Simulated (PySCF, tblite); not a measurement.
# C4H13FSi3: geometry, infrared bands and NMR shifts

Aim: predict the infrared bands and NMR shifts of C4H13FSi3 (`F[C@H]1C[C@@H]([SiH]([SiH3])[SiH3])C1`).

Programs: tblite 0.8.0 and PySCF 2.14.0, with density-fitted response routines of our own. Each step states its level of theory. These are calculated values for one molecule in the gas phase, unless marked as measured. Atoms count from 0, in the outputs and in this text.

### 1 Starting geometry

21 atoms, charge 0, multiplicity 1; geometry from: force field or distance geometry start.

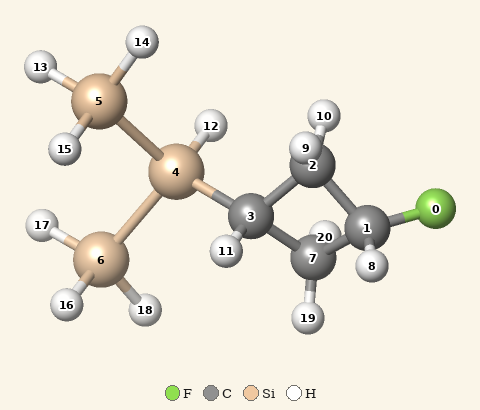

The starting geometry (fluorine green, carbon grey, silicon light orange, hydrogen white), atoms numbered.

### 2 Optimising the geometry with GFN2-xTB

The job: settings as JSON, then the geometry in Å.

```
{"job": {"kind": "relax", "xc": "GFN2-xTB", "basis": "xTB"}, "charge": 0, "multiplicity": 1}
F      3.794200    -0.866300    -0.361100
C      2.744300    -0.451600     0.394900
C      1.895200     0.686100    -0.174300
C      0.650400    -0.016600     0.414000
Si    -0.945200     0.029000    -0.623100
Si    -1.853800     2.140200    -0.586900
Si    -2.552300    -1.313000     0.298700
C      1.480300    -1.327300     0.345200
H      3.070900    -0.259100     1.437800
H      2.095600     1.681800     0.232600
H      1.925400     0.739600    -1.274100
H      0.447200     0.279000     1.459400
H     -0.649500    -0.387900    -2.020100
H     -3.099500     2.190800    -1.380900
H     -0.884200     3.127000    -1.145600
H     -2.147800     2.534000     0.830500
H     -2.837900    -0.870100     1.695100
H     -3.808700    -1.268600    -0.492100
H     -2.071100    -2.718200     0.356100
H      1.349900    -2.021800     1.185000
H      1.387700    -1.890100    -0.591500
```

Started as:

```sh
OMP_NUM_THREADS=1 python probes_run.py task.json out
```

This one command runs all jobs of the session in turn.

**Question.** This job is followed by: GFN2-xTB harmonic vibrations, gas phase; GIAO PBE0/pcSseg-1 NMR shielding, non-relativistic, gas phase. Predict these results of the whole session: strongest single infrared mode (GFN2-xTB); zero-point energy (GFN2-xTB); ¹³C shifts against TMS (PBE0/pcSseg-1, means over atoms taken as alike); ¹H shifts against TMS (PBE0/pcSseg-1, means over atoms taken as alike); ¹⁹F shifts against CFCl3 (PBE0/pcSseg-1); ²⁹Si shifts against TMS (PBE0/pcSseg-1, means over atoms taken as alike).

The runs gave:

| quantity | value |
| --- | --- |
| strongest single infrared mode (GFN2-xTB) | 766 cm⁻¹, 830 km/mol |
| zero-point energy (GFN2-xTB) | 92.6 kcal/mol |
| ¹³C shifts against TMS (PBE0/pcSseg-1, means over atoms taken as alike) | 88.4, 39.3, 8.5 ppm |
| ¹H shifts against TMS (PBE0/pcSseg-1, means over atoms taken as alike) | 5.20, 3.86, 3.47, 2.66, 2.19, 1.15 ppm |
| ¹⁹F shifts against CFCl3 (PBE0/pcSseg-1) | -175.3 ppm |
| ²⁹Si shifts against TMS (PBE0/pcSseg-1, means over atoms taken as alike) | -65.0, -118.2 ppm |

The optimisation took 46 steps and gained 0.288 eV; among the close pairs (by a distance rule), Si4–Si6 changed most, from 2.288 to 2.325 Å. All 57 modes are real, so the xTB geometry is a minimum. The strongest single mode, at 766 cm⁻¹, has its largest shares on H16, H15, H13 and H17 (the list is cut at 4 atoms). GFN2-xTB is a fitted tight-binding method: band positions and strengths are rough. Its intensities can rank the bands wrongly. C1 (sp3 CH bonded to F) lies farthest downfield among carbon, at 88.4 ppm; pulled downfield by the heteroatom. H8 (hydrogen on an sp3 CH bonded to F) lies farthest downfield among hydrogen, at 5.20 ppm; its carbon carries F, an electronegative neighbour. At PBE0/pcSseg-1: The largest span, 110 ppm, is at Si4, where the paramagnetic term is -468 ppm.
